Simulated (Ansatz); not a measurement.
# A hypothetical structure for CaZn7, part 2 of 2

This structure for CaZn7 is made up. Its elements were placed in a known structure type with a cell scaled to their sizes. What cell does the guess relax to, and how far off was it?

Ansatz 0.2.0; DFT, PBE, plane-wave PAW, files of the set soft_1, scalar-relativistic, no spin, cell and ions relaxed at zero pressure; PAW set soft_1 (the session's first sound run).

So far: Set-up; Relaxation of the guess.

### Step 2. Relaxation of the guess (continued)

Relaxation path:

| step | energy less that of the first step (eV) | largest force component (eV/Å) | pressure (GPa) | volume (Å³) |
| --- | --- | --- | --- | --- |
| 1 | 0.0000 | 0.4558 | -1.59 | 146.82 |
| 2 | -0.1881 | 0.1191 | -0.23 | 141.92 |
| 3 | -0.2290 | 0.1002 | 0.56 | 141.00 |
| 4 | -0.2342 | 0.0058 | -0.26 | 142.82 |
| 5 | -0.2352 | 0.0073 | -0.05 | 142.20 |
| 6 | -0.2354 | 0.0013 | -0.01 | 142.04 |
| 7* | -0.2326 | 0.0014 | -0.02 | 142.04 |

Relaxation steps marked * repeat the geometry before them on a plane-wave basis chosen anew for their cell, so energy and pressure can jump there.

Forces are held to the 12 operations that the run works with; a distortion that breaks them can't arise in this run.

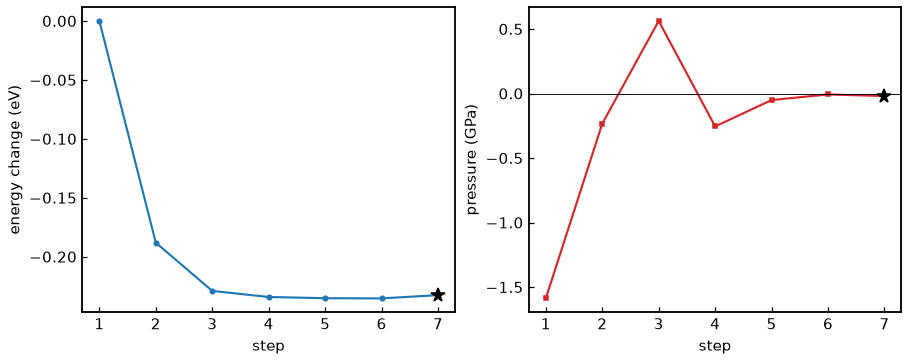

Energy and pressure along the relaxation. Stars mark steps on a basis chosen anew.

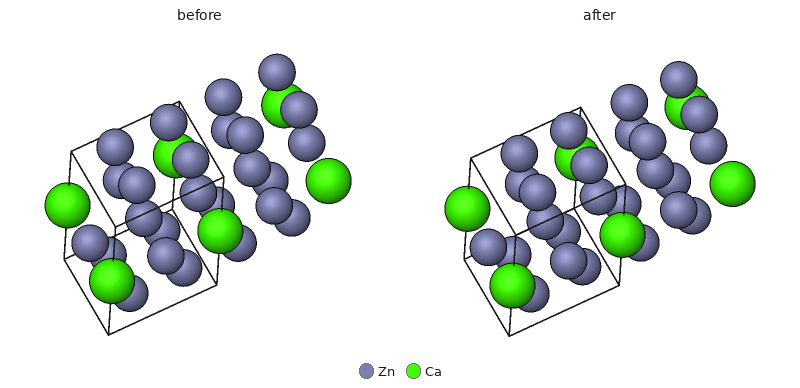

Before and after, at one scale.

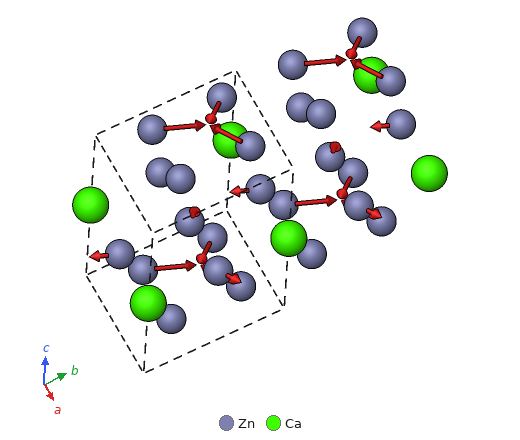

Displacements in the relaxation, exaggerated, measured against the changing cell; the longest in the cell stands for 0.16 Å. 1×2×1 cells are drawn. Some periodic images of atoms are drawn too.

| conventional cell, symmetrised | before | after | change |
| --- | --- | --- | --- |
| a (Å) | 5.995 | 6.091 | +1.6 % |
| b (Å) | 5.995 | 6.091 | +1.6 % |
| c (Å) | 4.717 | 4.421 | -6.3 % |
| volume (Å³/atom) | 18.35 | 17.76 | -3.3 % |

The atoms that moved most (Å, as changes of fractional coordinates times the final cell):

| atom | dx | dy | dz | length |
| --- | --- | --- | --- | --- |
| Zn2 | -0.135 | -0.078 | 0.000 | 0.156 |
| Zn3 | 0.135 | -0.078 | 0.000 | 0.156 |
| Zn4 | 0.000 | 0.156 | 0.000 | 0.156 |
| Zn5 | 0.000 | -0.073 | 0.000 | 0.073 |
| Zn6 | -0.063 | 0.036 | 0.000 | 0.073 |
| Zn7 | 0.063 | 0.036 | 0.000 | 0.073 |

Numbers from this step:

```
free energy             : -25050.1356 eV
energy at zero smearing : -25050.1247 eV
smearing term TS        : 0.02181 eV
Fermi energy            : 9.472 eV
electrons               : 94
symmetry operations     : 12
pressure                : -0.01984 GPa
```

Shortest distances by pair of elements, guess and relaxed (not always the same contact):

| pair | guess (Å) | relaxed (Å) |
| --- | --- | --- |
| Zn–Zn | 2.918 | 2.741 |
| Ca–Zn | 2.937 | 2.937 |
| Ca–Ca | 4.717 | 4.421 |

The relaxation ends with a largest force component of 0.0014 eV/Å and a pressure of -0.02 GPa.

### Step 3. Bands of the relaxed cell

With the geometry fixed, one more self-consistent run, with a narrower smearing and the mesh shown in its input, gives the bands, and its pressure, and its forces where symmetry allows any, show how far the geometry depends on these settings.

This step: DFT, PBE, plane-wave PAW, files of the set soft_1, scalar-relativistic, no spin, bands and density of states at the relaxed cell; PAW set soft_1 (Ansatz 0.2.0).

input.yaml

```yaml
crystal:
  lattice:
    - [6.0912246337, 0.0, 0.0]
    - [-3.0456123168, 5.2751552729, 0.0]
    - [0.0, 0.0, 4.4205004728]
  atoms:
    - { symbol: Zn, position: [0.6666666667, 0.3333333333, 0.0] }
    - { symbol: Zn, position: [0.6332923817, 0.8166461908, 0.0] }
    - { symbol: Zn, position: [0.1833538092, 0.8166461908, 0.0] }
    - { symbol: Zn, position: [0.1833538092, 0.3667076183, 0.0] }
    - { symbol: Zn, position: [0.4943130828, -0.0113738344, 0.5] }
    - { symbol: Zn, position: [0.4943130828, 0.5056869172, 0.5] }
    - { symbol: Zn, position: [1.0113738344, 0.5056869172, 0.5] }
    - { symbol: Ca, position: [0.0, 0.0, 0.5] }
kpoints:
  mp_grid: { grid: [6, 6, 8] }
  band_path:
    path:
      - [[0.0, 0.0, 0.0], [0.5, 0.0, 0.0], [0.33333333, 0.33333333, 0.0], [0.0, 0.0, 0.0], [0.0, 0.0, 0.5], [0.5, 0.0, 0.5], [0.33333333, 0.33333333, 0.5], [0.0, 0.0, 0.5]]
      - [[0.5, 0.0, 0.5], [0.5, 0.0, 0.0]]
      - [[0.33333333, 0.33333333, 0.0], [0.33333333, 0.33333333, 0.5]]
    npoints: 8
scf:
  occupations: { method: fermi_dirac, width: 0.03 }
  n_extra_bands: 12
hamiltonian:
  xc: pbe
  pseudopotentials: { kind: paw, azcp: { folder: soft_1 } }
output:
  forces: true
  stress: true
  write_bands: true
  dos: { projected: true }
  write_density: true
  write_potential: true
  elf: true
  volumetric_format: npy
```

The run is started by

```
$ ansatz run input.yaml --threads 4 --pin off --max-ram 10240MiB --backend cpu --events-out ev --progress --plain --runs-dir out
```

Numbers of over 12 decimals in the logs are rounded to 6 here.

What it wrote:

```text
[...]
Crystal: 8 atoms, lattice volume = 142.040 Å³
Basis set: ecut = 420 eV, 2781 PW (Γ), exchange–correlation on 90×90×60 points (8 copies of the dense FFT grid, shifted against one another)
Bands: 59, of which v1, the nominal top of the filled ones, is band 47 counted from 1 (46 counted from 0)
Symmetry: 12 space group operations
[...]
k-points: 35 of 288 (time reversal used)
[...]
SCF iter   1: F=—  HF=-25054.638312 eV  |F-HF|=—  |Δ(HF+E_count)|=         —  Δρ=8.83e-2  dr2=2.41e1  ethr=3.10e-3  ⟨swp⟩=8.9  Hψ=10475  notcnv=0  defer=7
[...]
SCF iter  12: F=-25050.108536 eV  HF=-25050.108537 eV  |F-HF|=6.11e-8  |Δ(HF+E_count)|=   1.10e-7  Δρ=7.13e-6  dr2=4.09e-8  ethr=1.06e-10  ⟨swp⟩=14.8  Hψ=15651  notcnv=0
SCF 1 converged in 12 iterations: F = -25050.108536 eV  dr2 = 4.09e-8
[...]
NSCF: frozen V_eff on 75 k-points
SCF converged after 12 iterations
Free energy (F): -25050.108536 eV
[...]
Internal energy: -25050.099935 eV  (E = F + TS)
E sigma→0 (E₀):  -25050.104236 eV
Entropy (-TS):   -0.008601 eV (-1.075 meV/atom)
Fermi energy:    9.460485 eV
[...]
--- Forces (eV/Å), atoms counted from 1 ---
  atom   1  Zn    -0.00000000    -0.00000000     0.00000000
  atom   2  Zn    -0.09561528    -0.05520351     0.00000000
  atom   3  Zn     0.09561528    -0.05520351     0.00000000
  atom   4  Zn     0.00000000     0.11040702     0.00000000
  atom   5  Zn    -0.00000000    -0.01801619     0.00000000
  atom   6  Zn    -0.01560247     0.00900809     0.00000000
  atom   7  Zn     0.01560247     0.00900809     0.00000000
  atom   8  Ca    -0.00000000     0.00000000     0.00000000
  max |Σ_I F_I| component: 1.76e-17 eV/Å
--- Stress (GPa, compression-positive) ---
        0.421213      -0.000000       0.000000
       -0.000000       0.421213       0.000000
        0.000000       0.000000      -0.326648
  P = ⅓ Tr σ = 0.1719 GPa (1.719 kbar)
--- Band table (eV; the first three rows and the last of 35) ---
  k-point 0: bands = [... 43 lower, 7.0207, 7.0207, 7.5245, 8.1473, 9.7404, 11.6353, 11.6353, 13.0576, ... 8 higher]
  k-point 1: bands = [... 43 lower, 6.6800, 7.1238, 7.1238, 8.0016, 10.9575, 10.9575, 10.9939, 12.0070, ... 8 higher]
  k-point 2: bands = [... 43 lower, 6.4904, 7.4247, 7.4247, 8.3111, 9.7033, 9.7033, 10.6323, 10.8368, ... 8 higher]
  k-point 34: bands = [... 43 lower, 5.3185, 5.9883, 9.2663, 9.3211, 9.9636, 10.1109, 10.6694, 11.5508, ... 8 higher]
```

Run time: 25 s. Hardware: 4 threads of Arm Neoverse V1, shared host; peak memory 0.77 GiB.

In the SCF lines HF is the Harris–Foulkes energy and dr2 the Hartree energy of the density residual, in eV; the loop may stop once dr2 is under the threshold and the program's other checks hold. Hψ counts applications of the Hamiltonian.

This step gave:

* free energy: -25050.1085 eV
* energy at zero smearing: -25050.1042 eV
* smearing term TS: 0.008601 eV
* Fermi energy: 9.460 eV
* pressure: 0.1719 GPa

bands.tsv at the labelled points (eV, zero at the Fermi level; the bands that come nearest the Fermi level along the path):

| point | band 44 | band 45 | band 46 | band 47 | band 48 | band 49 | band 50 | band 51 |
| --- | --- | --- | --- | --- | --- | --- | --- | --- |
| Γ | -2.44 | -2.44 | -1.94 | -1.31 | 0.28 | 2.17 | 2.17 | 3.60 |
| M | -0.60 | -0.07 | -0.03 | 0.85 | 0.89 | 1.30 | 1.38 | 1.70 |
| K | -1.33 | -0.66 | -0.33 | 0.34 | 0.97 | 1.24 | 1.39 | 2.13 |
| Γ | -2.44 | -2.44 | -1.94 | -1.31 | 0.28 | 2.17 | 2.17 | 3.60 |
| A | -1.89 | -1.89 | -1.67 | -1.23 | -1.23 | -1.19 | -0.37 | -0.11 |
| L | -3.11 | -2.27 | -2.10 | -1.63 | 1.23 | 1.52 | 1.68 | 3.19 |
| H | -4.14 | -3.47 | -0.19 | -0.14 | 0.50 | 0.65 | 1.21 | 2.09 |
| A | -1.89 | -1.89 | -1.67 | -1.23 | -1.23 | -1.19 | -0.37 | -0.11 |
| L | -3.11 | -2.27 | -2.10 | -1.63 | 1.23 | 1.52 | 1.68 | 3.19 |
| M | -0.60 | -0.07 | -0.03 | 0.85 | 0.89 | 1.30 | 1.38 | 1.70 |
| K | -1.33 | -0.66 | -0.33 | 0.34 | 0.97 | 1.24 | 1.39 | 2.13 |
| H | -4.14 | -3.47 | -0.19 | -0.14 | 0.50 | 0.65 | 1.21 | 2.09 |

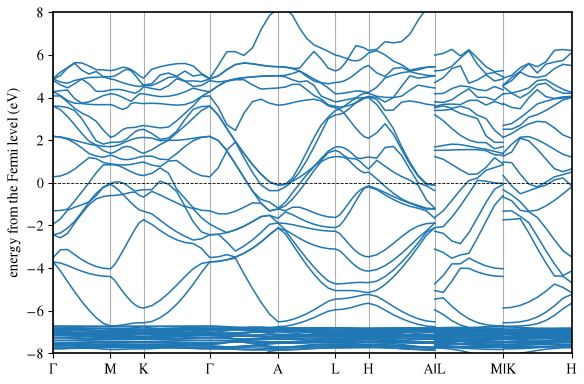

Bands along the path. 4 bands lie wholly below the window drawn.

Counts of states for the cell as run, both spins, by energy window (eV from the Fermi level):

```csv
from,to,total
-8,-7,52.02
-7,-6,19.41
-6,-5,1.47
-5,-4,2.00
-4,-3,2.16
-3,-2,2.14
-2,-1,2.80
-1,0,2.90
0,1,3.09
1,2,3.60
2,3,2.89
3,4,3.84
```

A further 9.2 states lie below the table's range.

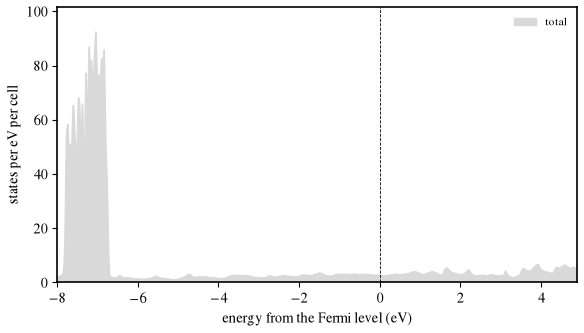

Total density of states, smoothed over about 0.04 eV.

Force by atom:

| atom | x (eV/Å) | y (eV/Å) | z (eV/Å) | size |
| --- | --- | --- | --- | --- |
| Zn1 | 0.000 | 0.000 | 0.000 | 0.000 |
| Zn2 | -0.096 | -0.055 | 0.000 | 0.110 |
| Zn3 | 0.096 | -0.055 | 0.000 | 0.110 |
| Zn4 | 0.000 | 0.110 | 0.000 | 0.110 |
| Zn5 | 0.000 | -0.018 | 0.000 | 0.018 |
| Zn6 | -0.016 | 0.009 | 0.000 | 0.018 |
| Zn7 | 0.016 | 0.009 | 0.000 | 0.018 |
| Ca8 | 0.000 | 0.000 | 0.000 | 0.000 |

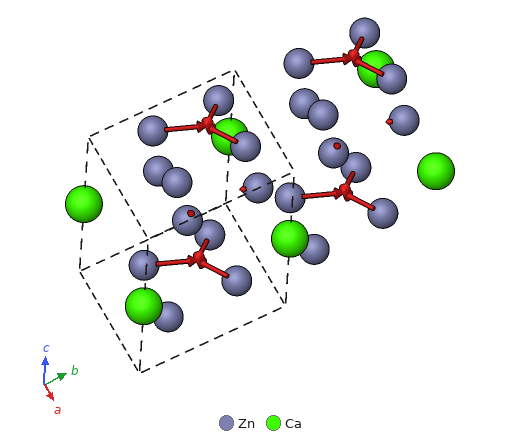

Force as arrows, the longest 0.110 eV/Å. 1×2×1 cells are drawn. Some periodic images of atoms are drawn too.

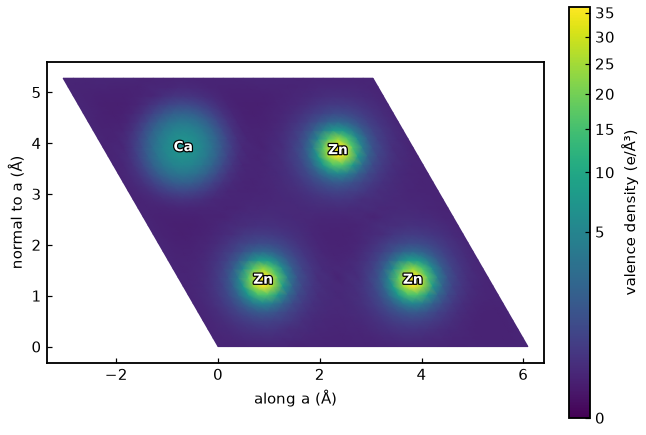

Valence density in the ab plane at fractional z = 0.500, with atoms of Zn and Ca within 0.2 Å of it. It is the smooth field of the valence electrons, not physical close to the nuclei. The map starts off the cell's origin, so that atoms lie inside it. The colour scale is stretched toward low values.

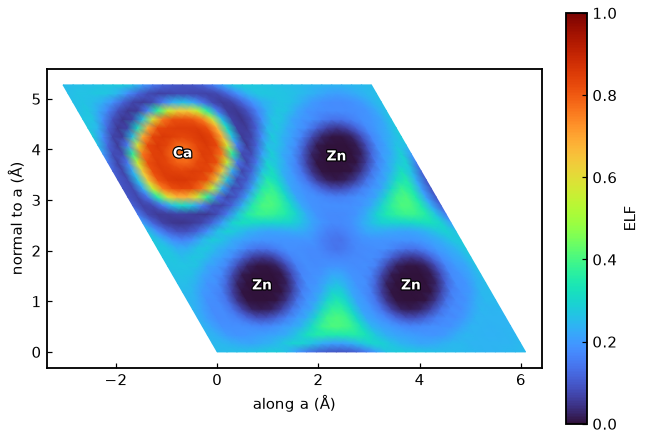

ELF in the ab plane at fractional z = 0.500, with atoms of Zn and Ca within 0.2 Å of it. It is the smooth field of the valence electrons, not physical close to the nuclei. The map starts off the cell's origin, so that atoms lie inside it.

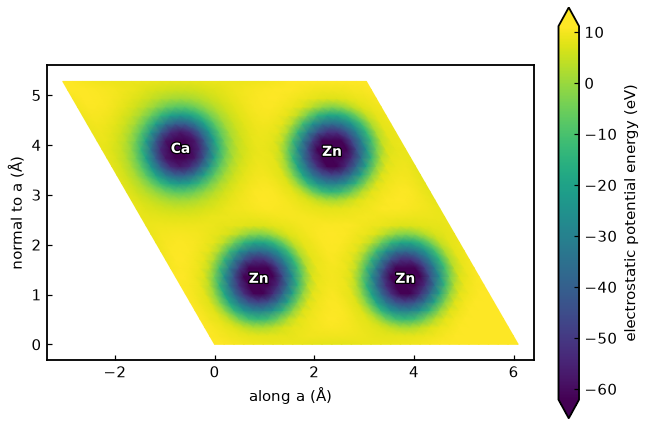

Electrostatic potential energy in the ab plane at fractional z = 0.500, with atoms of Zn and Ca within 0.2 Å of it. With pseudopotentials it is smooth inside the atoms' cores, unlike the true potential. The map starts off the cell's origin, so that atoms lie inside it.

### Step 4. Results

* space group, relaxed: P-6m2
* conventional cell: a = 6.091, b = 6.091, c = 4.421 Å; α = 90.0°, β = 90.0°, γ = 120.0°
* volume per atom: 17.76 Å³ (guess 18.35)

What this shows: CaZn7 relaxes to P-6m2 with a = 6.091, b = 6.091 and c = 4.421 Å. The guessed volume was 3 % too large. The space group P-6m2 was held in the relaxation, so the end point is a stationary structure within it and may be a saddle against distortions or other arrangements. Bands cross the Fermi level, so it is a metal or semimetal at this level. On the 6×6×8 mesh with the narrower smearing (relaxed on 5×5×6) the largest force component is 0.110 eV/Å and the largest stress component is 0.421 GPa, against the relaxation's thresholds of 0.015 eV/Å and 0.05 GPa. The cutoff wasn't tested. No dispersion term is used, so weakly bound directions may come out too long. Nothing here tests whether the compound is stable against decomposition.

[Logs are printed without paths, hosts, clocks, repeated set-up lines and the standing remarks that a program may print on its own settings, such as how far it seeks lower states.]

[Hosts, paths, dates, database ids (printed as entryN), source tags and the programs' standing remarks are cut or masked in the printed files.]
